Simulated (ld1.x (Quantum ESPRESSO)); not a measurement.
Pseudopotential generation for Ni (part 2 of 2)

The same run, continued: nickel (Ni, Z = 28), core [Ar], reference valence 3d8 4s1.5 4p0 (an ion of charge +0.5), valence charge 10. Method: TM semilocal potential, PBE, scalar-relativistic, made with ld1.x (Quantum ESPRESSO) 7.5.

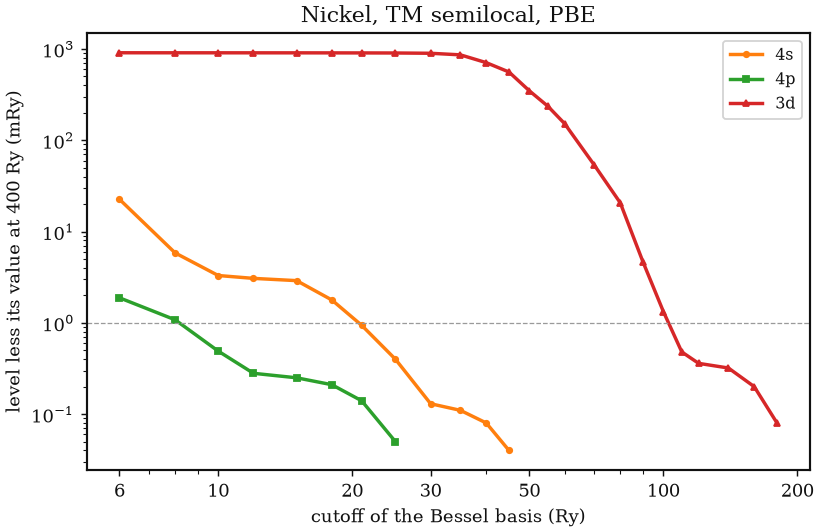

Fig. 1: The pseudo-atom Hamiltonian at the reference potential is diagonalised in spherical Bessel functions (20 bohr box) up to the cutoff. Curves: distance of each valence level from its value at 400 Ry.

- Cutoffs from which each level stays within 1 mRy: 4s: 21 Ry; 4p: 10 Ry; 3d: 110 Ry.
- Cutoffs for 10 and 1 mRy in the occupation-weighted sum of levels: 110 Ry and 180 Ry, on the ladder of cutoffs that was run.
- Hardest occupied shell: 3d: its level needs 110 Ry to come within 1 mRy, against 21 Ry for 4s.

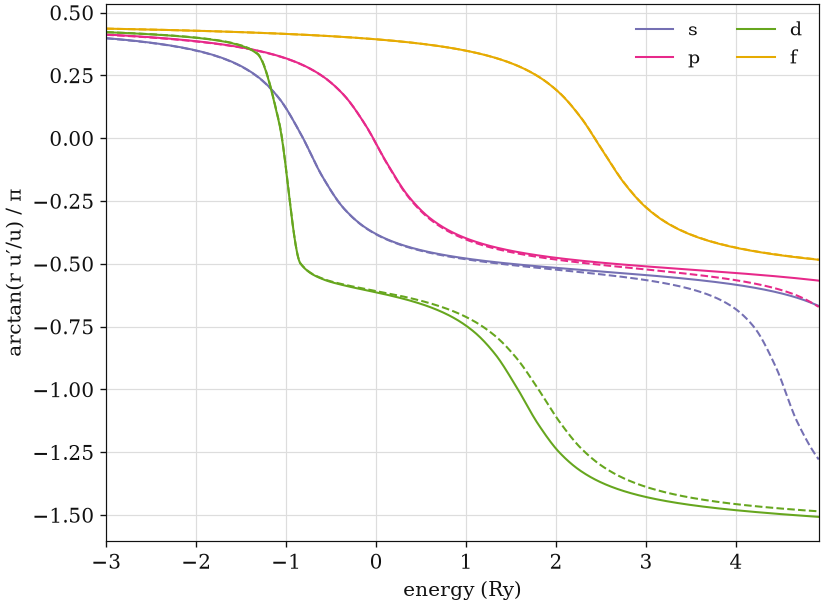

Fig. 2: Unwrapped phase arctan(r u′/u) in units of π against energy, all-electron (solid) and pseudo (dashed); the pseudo phase is matched to the all-electron one at the reference energy. Here u = r R(r).

- Ghost states: Going away from the reference energies, the phases part by more than π/2 in: s at about 4.7 Ry (above its reference energy, pseudo phase lower). Such a step is either a state that only one of the two atoms has or an ordinary level shifted in energy. The separate test gives: no ghost state below the valence levels in the s, p, f, d channels.
- Range over which the phases agree within 0.05 rad: s: up to about 2.8 Ry; p: up to about 3.3 Ry; d: up to about 0.6 Ry; f: over the whole range drawn.
- First channel to depart above its reference energy: the d channel: its phase error passes 0.05 rad 1.6 Ry above its reference energy, against 3.5 Ry for s.
- Poles, where the radial function vanishes at the test radius: s: all-electron at 1.5 Ry, pseudo at 1.4 Ry; p: all-electron at 2.6 Ry, pseudo at 2.4 Ry; d: all-electron at -0.8 and 4.6 Ry, pseudo at -0.8 Ry; f: all-electron at no energy in the range, pseudo at no energy in the range.

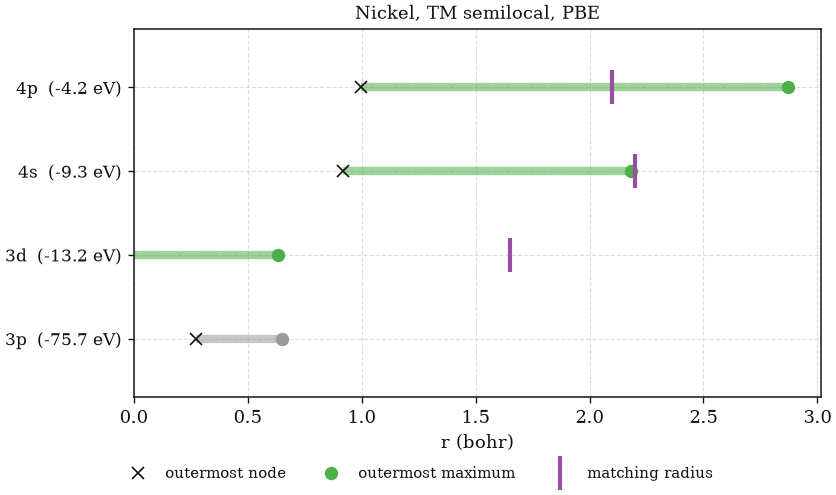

Fig. 3: Outer shells of the all-electron reference atom: each bar runs from the outermost node (or the nucleus) to the outermost maximum of u(r); the tick is the radius chosen for the pseudo-wave. Shells without a tick have no pseudo-wave of their own. Levels, nodes and maxima are from ld1.x, scalar-relativistic.

- Radii against the shells: 3d: 1.65 bohr, outside the maximum; 4s: 2.20 bohr, outside the maximum; 4p: 2.10 bohr, between node and maximum.

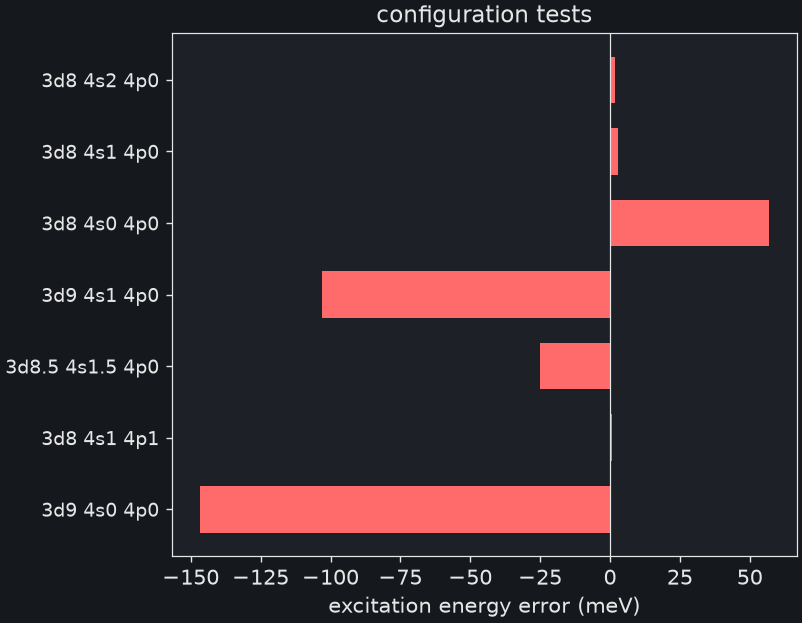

Fig. 4: Errors, all-electron minus pseudo, of the energies of valence configurations relative to the unpolarised reference 3d8 4s1.5 4p0.

- Worst configuration: 3d9 4s0 4p0 (charge +1): the error is -147 meV on an all-electron energy of +2.60 eV relative to the reference, or 5.6 %.
- Configurations within 10 meV and within 50 meV: 3 and 4 of 7.
- Errors in meV: 3d8 4s2 4p0: +1.9; 3d8 4s1 4p0: +2.7; 3d8 4s0 4p0: +57; 3d9 4s1 4p0: -103; 3d8.5 4s1.5 4p0: -25; 3d8 4s1 4p1: +0.7; 3d9 4s0 4p0: -147.

## The input
```
 &input
   title='Ni', zed=28., rel=1, dft='PBE', iswitch=3,
   config='[Ar] 3d8 4s1.5 4p0 4f-2',
   nld=4, rlderiv=2.40, eminld=-3.0, emaxld=5.0, deld=0.02
 /
 &inputp
   pseudotype=1, tm=.true., lloc=2,
   nlcc=.false.,
   file_pseudopw='Ni.pp', file_wfcaegen='ae.wfc', file_wfcncgen='nc.wfc'
 /
4
4S  1  0   1.50   0.00  2.20  2.20  0.0
4P  2  1   0.00   0.00  2.10  2.10  0.0
4F  4  3  -2.00  -0.05  1.70  1.70  0.0
3D  3  2   8.00   0.00  1.65  1.65  0.0
 &test
   configts(1)='3d8 4s1.5 4p0'
 /
```

## Input of the test run
```
 &input
   title='Ni', zed=28., rel=1, dft='PBE', iswitch=2,
   config='[Ar] 3d8 4s1.5 4p0 4f-2'
 /
 &test
   file_pseudo='Ni.pp', nconf=8,
   configts(1)='3d8 4s1.5 4p0',
   configts(2)='3d8 4s2 4p0',
   configts(3)='3d8 4s1 4p0',
   configts(4)='3d8 4s0 4p0',
   configts(5)='3d9 4s1 4p0',
   configts(6)='3d8.5 4s1.5 4p0',
   configts(7)='3d8 4s1 4p1',
   configts(8)='3d9 4s0 4p0'
 /
```

Launched with:
```bash
ld1.x < Ni.in > Ni.out
```

## Key numbers

- outcome: generated
- cutoffs needed: 110 Ry and 180 Ry (the cutoffs, on a coarse ladder, from which the occupation-weighted sum of valence levels, in a spherical-Bessel basis at the reference potential, stays within 10 and 1 mRy of its value at 400 Ry); ghost states and empty shells don't enter this sum
- ghost test: no ghost state below the valence levels in the s, p, f, d channels (spherical-Bessel basis up to 400 Ry, 20 bohr box)
- largest excitation error: -147 meV (all-electron minus pseudo) for 3d9 4s0 4p0, out of 7 test configurations
- range over which the phases arctan(r u′/u) at the test radius agree within 0.05 rad (a looser test near the poles than one of phase shifts): s: up to about 2.8 Ry; p: up to about 3.3 Ry; d: up to about 0.6 Ry; f: over the whole range computed
- hardware: 1 CPU thread, shared host
- wall time: 1.3 s
